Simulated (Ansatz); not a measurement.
## Saddle-point search of AlNH$_{4}$SF$_{2}$

System: AlNH$_{4}$SF$_{2}$.
Method: RKS PBE0-D4/def2-SVP (Ansatz 0.2.0).

The run did not end well.

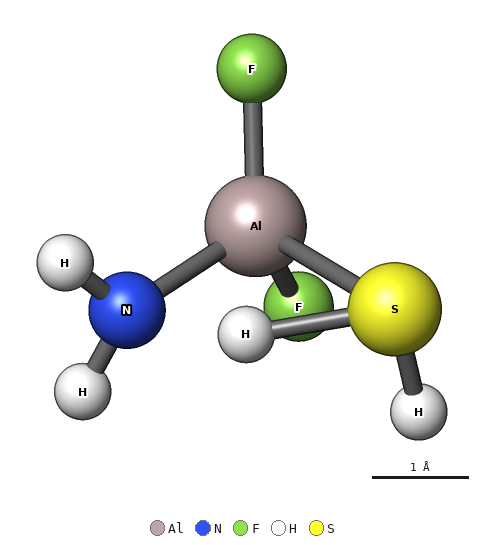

**Figure 1.** The structure as given in the input (ball-and-stick view, seen at a tilt). Sticks mark near contacts.

Outcome

```csv
quantity,value
outcome,stopped at the time limit
hardware,"3 CPU threads, shared host"
wall time,2.5 min (CPU time 6.6 min)
peak memory,0.57 GiB
```

A setting was made wrong on purpose: no mode guess. The run was cut off by its time limit, so the output is incomplete.

The input
```yaml
crystal:
  periodic: [false, false, false]
  atoms:
    - {symbol: Al, position_ang: [-0.168400, -0.529700, -0.829800]}
    - {symbol: N, position_ang: [0.254600, 1.168000, -0.146000]}
    - {symbol: F, position_ang: [0.887800, -1.119900, -1.942600]}
    - {symbol: F, position_ang: [-1.796000, -0.796000, -0.886300]}
    - {symbol: H, position_ang: [0.469700, 0.226600, 0.929500]}
    - {symbol: S, position_ang: [0.467800, -1.279100, 1.390100]}
    - {symbol: H, position_ang: [1.118100, 1.645900, -0.375800]}
    - {symbol: H, position_ang: [-0.431200, 1.878200, 0.082000]}
    - {symbol: H, position_ang: [-0.802300, -1.194000, 1.778800]}
basis:
  gaussian: {orbitals: def2-SVP}
hamiltonian: {xc: pbe0, dispersion: d4}
saddle:
  max_steps: 30
```

Command:
```bash
ansatz run in.yaml --threads 3 --pin off --events-out ev --progress --plain --max-ram 6092MiB
```

The program's output
```
Functional definition: PBE0
  name "PBE0"
  cite "Adamo & Barone, J. Chem. Phys. 110, 6158 (1999) doi:10.1063/1.478522"
  cite "Perdew, Burke & Ernzerhof, Phys. Rev. Lett. 77, 3865 (1996) doi:10.1103/PhysRevLett.77.3865"
  parent pbe
  parameter a = 0.25
  parameter kappa = 0.804
  parameter beta = 0.06672455060314922
  exchange = (1 - a)*pbe_x(kappa = kappa, mu = beta*pi^2/3) + a*exact_x
  correlation = pbe_c(beta = beta)
990 factors; integrals over basis functions are off by at most 3.5e-4 eV
mean field evaluation 1: about -24394.5258 eV, gradient 6.5e1 eV
mean field evaluation 2: about -24385.6590 eV, gradient 9.4e1 eV
mean field evaluation 4: about -24401.9411 eV, gradient 2.4e0 eV
mean field evaluation 8: about -24401.9754 eV, gradient 2.9e-2 eV
mean field evaluation 16: about -24401.9754 eV, gradient 4.7e-6 eV
mean field -24401.97541067 eV, -896.7560560893 hartree, gradient 4.7e-6 eV, S^2 0.000000; 0 other end points of the search recorded, 0 dependent functions left out
the calculation of the forces begins
reference -24401.97544012 eV, -896.7560571713 hartree; 29, 29 occupied and 69, 69 virtual orbitals, 990 factors
saddle search: the rotation starts from a random direction (saddle.seed = 0)
these checks for a lower state are left out or cut short: stability, starts, cluster_reference, orbital_swaps, neighbouring_geometries, increment
990 factors; integrals over basis functions are off by at most 3.4e-4 eV
mean field -24401.97247968 eV, -896.7559483772 hartree, gradient 1.9e-6 eV, S^2 0.000000; 0 other end points of the search recorded, 0 dependent functions left out
[... from here on the field's lines of each further geometry are left out, up to the last ...]
saddle step   1: F+E_penalty+E_count = -24402.13810762 eV  max|allowed force component| = 9.031e-1 eV/Å  curvature = -6.3318 eV/Å²  mode residual = 9.43e-2 eV/Å²  Δτ_max = 0.0000 Å  (16 rotations, 19 force calls, 286 SCF iters)  cluster: 3 rotations left out, max|force component along them| = 8.859e-8 eV/Å
saddle step   2: F+E_penalty+E_count = -24402.10535224 eV  max|allowed force component| = 4.008e-1 eV/Å  curvature = -5.3178 eV/Å²  mode residual = 1.02e0 eV/Å²  Δτ_max = 0.0823 Å  (1 rotations, 3 force calls, 57 SCF iters)  cluster: 3 rotations left out, max|force component along them| = 1.021e-7 eV/Å
saddle step   3: F+E_penalty+E_count = -24402.09695547 eV  max|allowed force component| = 3.422e-1 eV/Å  curvature = -3.6274 eV/Å²  mode residual = 9.56e-1 eV/Å²  Δτ_max = 0.0837 Å  (1 rotations, 3 force calls, 57 SCF iters)  cluster: 3 rotations left out, max|force component along them| = 1.058e-7 eV/Å
saddle step   4: F+E_penalty+E_count = -24402.09365758 eV  max|allowed force component| = 1.136e-1 eV/Å  curvature = -1.6631 eV/Å²  mode residual = 2.36e0 eV/Å²  Δτ_max = 0.0688 Å  (1 rotations, 3 force calls, 57 SCF iters)  cluster: 3 rotations left out, max|force component along them| = 1.049e-7 eV/Å
saddle step   5: F+E_penalty+E_count = -24402.08568599 eV  max|allowed force component| = 2.040e-1 eV/Å  curvature = -0.7201 eV/Å²  mode residual = 2.42e0 eV/Å²  Δτ_max = 0.0498 Å  (1 rotations, 3 force calls, 57 SCF iters)  cluster: 3 rotations left out, max|force component along them| = 1.133e-7 eV/Å
saddle step   6: F+E_penalty+E_count = -24402.09270982 eV  max|allowed force component| = 7.685e-2 eV/Å  curvature = -1.1013 eV/Å²  mode residual = 1.36e0 eV/Å²  Δτ_max = 0.0203 Å  (1 rotations, 3 force calls, 58 SCF iters)  cluster: 3 rotations left out, max|force component along them| = 9.408e-8 eV/Å
saddle step   7: F+E_penalty+E_count = -24402.09245353 eV  max|allowed force component| = 5.839e-2 eV/Å  curvature = -1.1016 eV/Å²  mode residual = 1.52e0 eV/Å²  Δτ_max = 0.0038 Å  (1 rotations, 3 force calls, 52 SCF iters)  cluster: 3 rotations left out, max|force component along them| = 9.411e-8 eV/Å
saddle step   8: F+E_penalty+E_count = -24402.09108650 eV  max|allowed force component| = 3.322e-2 eV/Å  curvature = -0.8029 eV/Å²  mode residual = 1.46e0 eV/Å²  Δτ_max = 0.0201 Å  (1 rotations, 13 force calls, 194 SCF iters)  cluster: 3 rotations left out, max|force component along them| = 9.580e-8 eV/Å
saddle step   9: F+E_penalty+E_count = -24402.09052342 eV  max|allowed force component| = 2.689e-2 eV/Å  curvature = -0.2538 eV/Å²  mode residual = 2.04e0 eV/Å²  Δτ_max = 0.0337 Å  (1 rotations, 6 force calls, 99 SCF iters)  cluster: 3 rotations left out, max|force component along them| = 9.699e-8 eV/Å
saddle search: the force at step 10 is within saddle.f_tol, and the search now checks the order of the point unasked, as it does wherever a lone molecule whose rigid rotations it leaves out would converge (saddle.isolated_cluster): at most 100 rotations across the mode and 202 force calls, two more next to a line or behind a second negative curvature, two more where it reads a positive, two for each turn that reads one and six more at each negative that it reads, and up to 22 at one that stands (24 where saddle.amplitude is under 0.005 Å), over each length that the point is read over (saddle.order_check: false declines the check)
saddle search: the rotation starts from a random direction (saddle.seed = 0)
the calculation of the forces begins
reference -24401.92851499 eV, -896.7543327045 hartree; 29, 29 occupied and 69, 69 virtual orbitals, 990 factors
these checks for a lower state are left out or cut short: stability, starts, cluster_reference, orbital_swaps, neighbouring_geometries, increment
990 factors; integrals over basis functions are off by at most 6.5e-4 eV
mean field evaluation 800: about -24401.9284 eV, gradient 2.9e-1 eV
```

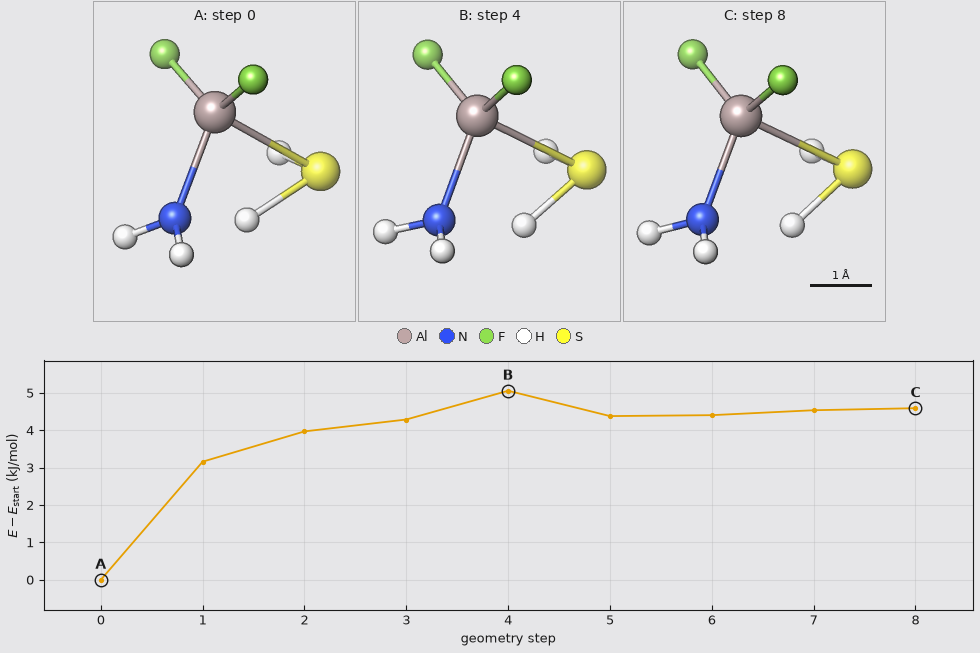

**Figure 2.** Frames of the saddle-point search (ball-and-stick view, seen at a tilt) above the curves, on which the letters mark them (the first geometry is step 0 here and step 1 in the log).

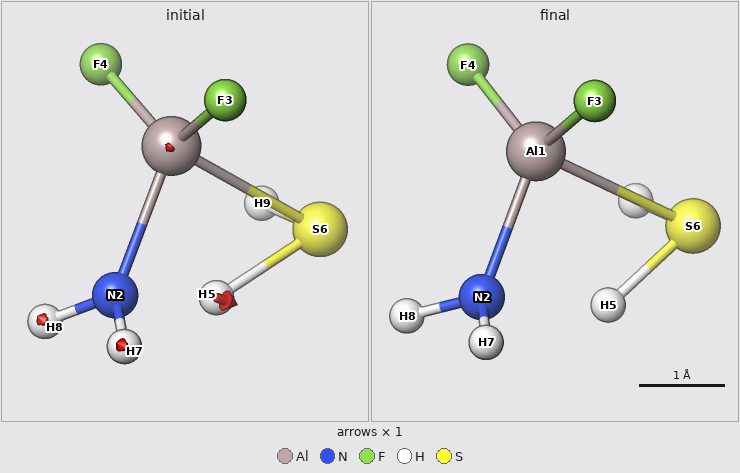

**Figure 3.** Before (left) and after (right) the saddle-point search, at one scale (ball-and-stick view, seen at a tilt). The red arrows give the displacements, at true length. The run was cut off at its time limit before the relaxation converged, so the last structure is only a point on the way. H5 moves most after the best rigid fit: 0.32 Å. By element the largest moves are H 0.32 Å, Al 0.09 Å, N 0.06 Å, S 0.05 Å, F 0.04 Å. Among the contacts that change: H5–S6 1.575 → 1.433 Å, Al1–S6 2.428 → 2.479 Å, Al1–N2 1.878 → 1.831 Å, S6–H9 1.331 → 1.353 Å. Among the angles that change: Al1–S6–H5 55.8° → 62.6°, Al1–N2–H8 124.3° → 119.6°, N2–Al1–S6 83.5° → 86.8°. The energy rises by 4.59 kJ/mol in 8 geometry steps. The largest force component goes from 0.9 to 0.027 eV/Å. (Atoms are counted from 1 in the order of the input.)

```
mean field -24401.92870066 eV, -896.7543395278 hartree, gradient 2.5e-6 eV, S^2 0.000000; 0 other end points of the search recorded, 0 dependent functions left out
the calculation of the forces begins
reference -24401.92873043 eV, -896.7543406218 hartree; 29, 29 occupied and 69, 69 virtual orbitals, 990 factors
these checks for a lower state are left out or cut short: stability, starts, cluster_reference, orbital_swaps, neighbouring_geometries, increment
990 factors; integrals over basis functions are off by at most 6.6e-4 eV
Error: SIGTERM received: run cancelled behind 806 evaluations of the mean field
```

Trajectory as extended XYZ (Å, eV, eV/Å), 9 frames, from step=1 to step=9
```
9
Properties=species:S:1:pos:R:3:forces:R:3 step=1 energy=-24402.13811
Al   -0.1684   -0.5297   -0.8298    0.0681   0.0296   0.6519
N     0.2546    1.1680   -0.1460    0.1046  -0.5136   0.4434
F     0.8878   -1.1199   -1.9426    0.3211  -0.1262  -0.4441
F    -1.7960   -0.7960   -0.8863   -0.4549  -0.0050  -0.1557
H     0.4697    0.2266    0.9295    0.0864   0.9031  -0.2013
S     0.4678   -1.2791    1.3901    0.4788  -0.3288  -0.3291
H     1.1181    1.6459   -0.3758    0.2698   0.0066  -0.1466
H    -0.4312    1.8782    0.0820   -0.3114   0.0417  -0.0134
H    -0.8023   -1.1940    1.7788   -0.5626  -0.0074   0.1948
9
Properties=species:S:1:pos:R:3:forces:R:3 step=2 energy=-24402.10535
Al   -0.1652   -0.5097   -0.8161    0.0779   0.1409   0.3818
N     0.2593    1.1927   -0.1565    0.1118  -0.2063   0.3558
F     0.8898   -1.1159   -1.9340    0.1684  -0.0725  -0.2507
F    -1.7973   -0.7879   -0.8760   -0.2691   0.0016  -0.1079
H     0.4970    0.1876    0.9967    0.0214   0.4008  -0.0984
S     0.4634   -1.3205    1.3926    0.1738   0.2108  -0.3204
H     1.1204    1.6768   -0.4230   -0.1260  -0.1939   0.0028
H    -0.4485    1.9078    0.0318    0.0604  -0.2709  -0.0493
H    -0.8189   -1.2310    1.7844   -0.2188  -0.0106   0.0864
9
Properties=species:S:1:pos:R:3:forces:R:3 step=3 energy=-24402.09696
Al   -0.1639   -0.4872   -0.8118    0.0661   0.0465   0.1253
N     0.2676    1.2005   -0.1506    0.0156  -0.1596   0.1927
F     0.8891   -1.1086   -1.9374   -0.0015   0.0080  -0.0524
F    -1.8014   -0.7790   -0.8793   -0.0489   0.0294  -0.0669
H     0.5210    0.1639    1.0733   -0.0102   0.0621  -0.1041
S     0.4638   -1.3303    1.3877   -0.0780   0.3422  -0.1320
H     1.1137    1.6830   -0.4614   -0.1220  -0.1277   0.0459
H    -0.4612    1.9036   -0.0069    0.1123  -0.1774  -0.0071
H    -0.8286   -1.2459    1.7863    0.0666  -0.0235  -0.0013
9
Properties=species:S:1:pos:R:3:forces:R:3 step=4 energy=-24402.09366
Al   -0.1616   -0.4722   -0.8136   -0.0221   0.0035  -0.0333
N     0.2663    1.1969   -0.1415    0.0784   0.0513   0.0071
F     0.8837   -1.1069   -1.9435   -0.0292   0.0230   0.0266
F    -1.8003   -0.7690   -0.8969    0.0187   0.0089  -0.0268
H     0.5458    0.1335    1.1297   -0.0771   0.0713  -0.0463
S     0.4609   -1.3215    1.3882    0.0570   0.0335  -0.0184
H     1.0936    1.6861   -0.4824    0.0362  -0.1136   0.0177
H    -0.4610    1.9028   -0.0330   -0.0637  -0.1030   0.0622
H    -0.8274   -1.2498    1.7929    0.0018   0.0251   0.0111
9
Properties=species:S:1:pos:R:3:forces:R:3 step=5 energy=-24402.08569
Al   -0.1609   -0.4553   -0.8190   -0.0296  -0.0168  -0.0674
N     0.2729    1.2023   -0.1446   -0.1002  -0.1180  -0.0072
F     0.8776   -1.0980   -1.9499    0.0047  -0.0006   0.0186
F    -1.7978   -0.7614   -0.9113    0.0173   0.0078   0.0081
H     0.5293    0.1212    1.1750    0.0988   0.1274  -0.1072
S     0.4683   -1.3130    1.3844   -0.0064  -0.1110   0.0991
H     1.1086    1.6645   -0.5025   -0.1374   0.1109   0.0797
H    -0.4828    1.8786   -0.0312    0.2040   0.0563  -0.0486
H    -0.8150   -1.2390    1.7990   -0.0512  -0.0560   0.0250
9
Properties=species:S:1:pos:R:3:forces:R:3 step=6 energy=-24402.09271
Al   -0.1615   -0.4610   -0.8167   -0.0276  -0.0011  -0.0585
N     0.2693    1.2008   -0.1448   -0.0066  -0.0238  -0.0062
F     0.8799   -1.1028   -1.9456   -0.0079   0.0073   0.0227
F    -1.7989   -0.7643   -0.9061    0.0172   0.0055  -0.0034
H     0.5412    0.1218    1.1607    0.0021   0.0769  -0.0659
S     0.4641   -1.3192    1.3870    0.0244  -0.0358   0.0407
H     1.0979    1.6791   -0.4956   -0.0096  -0.0077   0.0350
H    -0.4703    1.8934   -0.0373    0.0246  -0.0134   0.0208
H    -0.8216   -1.2478    1.7984   -0.0166  -0.0079   0.0148
9
Properties=species:S:1:pos:R:3:forces:R:3 step=7 energy=-24402.09245
Al   -0.1619   -0.4598   -0.8172   -0.0241   0.0048  -0.0523
N     0.2687    1.2020   -0.1468   -0.0019  -0.0202  -0.0034
F     0.8800   -1.1036   -1.9443   -0.0040   0.0046   0.0183
F    -1.7990   -0.7642   -0.9066    0.0122   0.0043  -0.0025
H     0.5434    0.1194    1.1627   -0.0092   0.0584  -0.0575
S     0.4636   -1.3210    1.3876    0.0219  -0.0170   0.0320
H     1.0970    1.6816   -0.4962    0.0016  -0.0154   0.0285
H    -0.4697    1.8957   -0.0393    0.0111  -0.0174   0.0257
H    -0.8221   -1.2501    1.8000   -0.0076  -0.0021   0.0112
9
Properties=species:S:1:pos:R:3:forces:R:3 step=8 energy=-24402.09109
Al   -0.1638   -0.4520   -0.8216   -0.0112   0.0195  -0.0306
N     0.2669    1.2074   -0.1559   -0.0079  -0.0193   0.0030
F     0.8801   -1.1063   -1.9397    0.0111  -0.0055   0.0024
F    -1.7990   -0.7629   -0.9105   -0.0059  -0.0009   0.0033
H     0.5488    0.1071    1.1777   -0.0201   0.0119  -0.0332
S     0.4630   -1.3267    1.3890    0.0067   0.0165   0.0164
H     1.0950    1.6886   -0.5012    0.0298  -0.0163   0.0091
H    -0.4693    1.9021   -0.0459   -0.0142  -0.0124   0.0287
H    -0.8215   -1.2572    1.8080    0.0117   0.0063   0.0010
9
Properties=species:S:1:pos:R:3:forces:R:3 step=9 energy=-24402.09052
Al   -0.1677   -0.4378   -0.8332   -0.0024  -0.0038  -0.0093
N     0.2611    1.2156   -0.1734   -0.0031   0.0052  -0.0001
F     0.8840   -1.1103   -1.9336   -0.0011   0.0021   0.0055
F    -1.7999   -0.7665   -0.9141    0.0038   0.0018   0.0031
H     0.5558    0.0829    1.2001    0.0026   0.0269  -0.0029
S     0.4621   -1.3338    1.3902   -0.0069  -0.0192   0.0023
H     1.0953    1.6942   -0.5070   -0.0012  -0.0022   0.0002
H    -0.4715    1.9107   -0.0456    0.0057  -0.0071   0.0020
H    -0.8191   -1.2548    1.8164    0.0026  -0.0036  -0.0006
```
